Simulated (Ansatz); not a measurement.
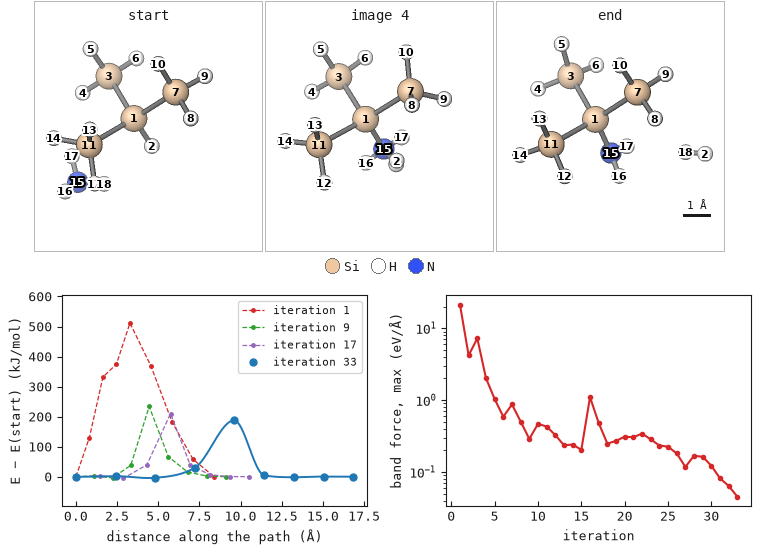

NEB run on Si$_{4}$NH$_{13}$, made up at the start of Si4H10 and NH$_{3}$. Images are numbered from 0 (start) to 8 (end). The plot follows the band through its iterations. The picture is a ball-and-stick view, seen from a free direction.

The calculation used RKS B3LYP-D4/6-31G* (Ansatz). Settings: 7 movable images; climbing image; force threshold 0.05 eV/Å; iteration limit 60; starting path through a guess of the saddle point.

> Judge this run.

The run is converged, with reservations. The band converged in 33 iterations. The largest component of the band force went from 21 to 0.045 eV/Å. The climbing image converged on the top of the path. Its vibrational analysis gives 2 imaginary modes over 30i cm⁻¹, so it isn't confirmed as a transition state. The first iteration put the highest image at 511.7 kJ/mol. The barrier is about 187.6 kJ/mol in both directions, with image 4 at the top; the ends have nearly the same energy. Image 2 lies below both ends, at −3.3 kJ/mol, which points to an intermediate minimum that so few images don't resolve.

Limits of the set-up: the start holds two separate molecules, 2.5 Å apart at their closest, whose relative position is a soft coordinate.

Cost: 11 min on 4 threads of Arm Neoverse V2 (shared host), peak memory 0.34 GiB.
